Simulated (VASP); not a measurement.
Energy against volume of RuAl (CsCl type). These are r2SCAN+rVV10, VASP's PBE PAW potentials (set 64) (plane waves; VASP 6.6.1) values and carry that method's errors.

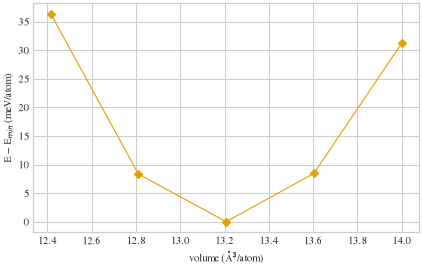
Energy against volume

### Question
Estimate the equilibrium volume and the bulk modulus.

### Answer
The minimum lies near 13.2 Å³/atom, and the curvature gives B0 of about 230 GPa.

The compound is RuAl in the CsCl type structure. It was relaxed first.
